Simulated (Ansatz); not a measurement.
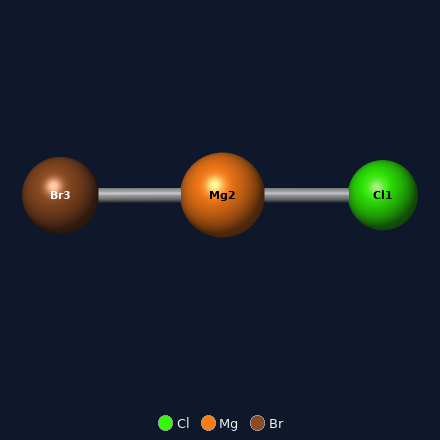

The system is BrClMg, SMILES [Cl][Mg][Br]; the picture shows the grid point nearest to the relaxed geometry. 
- Two internal coordinates are moved rigidly from the geometry relaxed at PBE0-D4/def2-TZVP, all others fixed.
- First axis: bond Mg2–Br3. Second axis: bond Cl1–Mg2.
- Grid: 7 × 7 points.
- Energies are in kJ/mol, from the lowest grid point.
- These are results of RHF-CCSD(T), frozen core/def2-TZVPP in Ansatz, not measurements.

Its coordinates:

```yaml
atoms:
  - { symbol: Cl, position_ang: [0.8606, 1.9077, 0.6714] }
  - { symbol: Mg, position_ang: [-0.0048, -0.0184, -0.0041] }
  - { symbol: Br, position_ang: [-0.8722, -1.9660, -0.6847] }
```

Range: bond Mg2–Br3 from 1.994 to 3.014 Å; bond Cl1–Mg2 from 1.953 to 2.604 Å.

### What landscape does the calculation give?

The lowest grid point is at bond Mg2–Br3 = 2.408 Å, bond Cl1–Mg2 = 2.217 Å. The bottom of the well lies between grid points, at about bond Mg2–Br3 = 2.326 Å, bond Cl1–Mg2 = 2.177 Å, about 4.6 kJ/mol lower on the interpolated surface. No other kind of well shows on this grid. The highest grid point, bond Mg2–Br3 = 3.014 Å, bond Cl1–Mg2 = 2.604 Å, lies 191 kJ/mol above the lowest. Round the minimum the two coordinates are nearly uncoupled.

| bond Cl1–Mg2 ↓, bond Mg2–Br3 → | 1.994 | 2.093 | 2.238 | 2.408 | 2.596 | 2.799 | 3.014 |
| --- | --- | --- | --- | --- | --- | --- | --- |
| 2.604 | 153 | 102 | 68 | 69 | 96 | 139 | 191 |
| 2.467 | 123 | 71 | 37 | 37 | 63 | 106 | 157 |
| 2.337 | 100 | 48 | 13 | 13 | 39 | 81 | 132 |
| 2.217 | 89 | 36 | 1 | 0 | 26 | 68 | 118 |
| 2.109 | 93 | 39 | 4 | 2 | 27 | 69 | 118 |
| 2.016 | 111 | 57 | 21 | 19 | 43 | 85 | 134 |
| 1.953 | 135 | 81 | 44 | 42 | 66 | 107 | 155 |

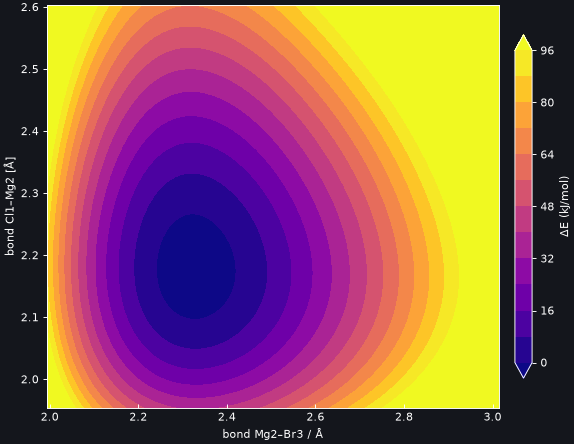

In the figure: filled contours, one colour for all values above the top of the scale. Between grid points the surface is interpolated.
